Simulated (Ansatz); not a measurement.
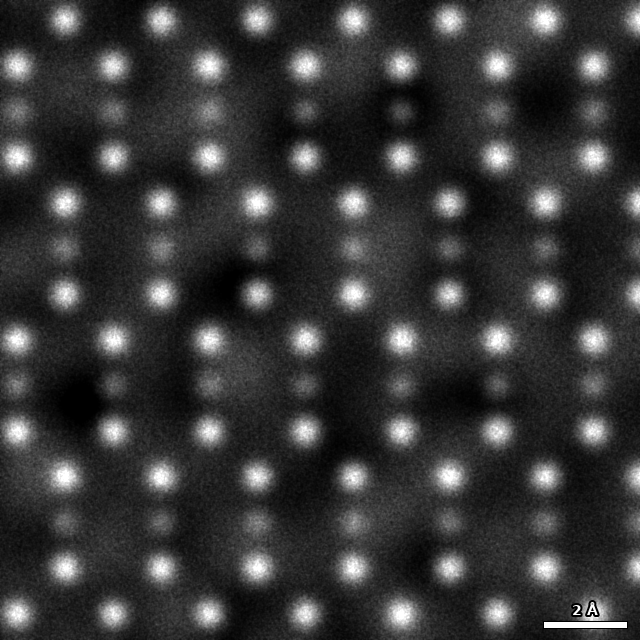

Dark-field STEM-like image of Si₂O (P6/mmm, No. 191). Simulation: incoherent imaging, intensity Z^1.7 per atom, probe width 0.56 Å, thin sample. Shot noise and the speckle of an amorphous layer were added. Structure: the end point of a relaxation (final pressure about 5 GPa) with Ansatz, DFT, PAW plane waves, pbe; the starting structure was generated, so it need not be a known form of this composition.

```xyz
3
Lattice="3.9003 0.0000 0.0000 -1.9502 3.3778 0.0000 0.0000 0.0000 2.9823" Properties=species:S:1:pos:R:3 pbc="T T T"
O     0.0000    0.0000    0.0000
Si    0.0000    2.2519    1.4911
Si    1.9502    1.1259    1.4911
```

Along which zone axis is the crystal seen: [101], [100], [210] or [211]? (Directions equivalent by symmetry count as one.)

[101]. The projected cells are 2.37 × 3.58 Å, 109° for [101]; 2.98 × 3.38 Å, 90° for [100]; 1.95 × 2.98 Å, 90° for [210]; 2.38 × 2.38 Å, 110° for [211], and the image repeats as the [101] one does.
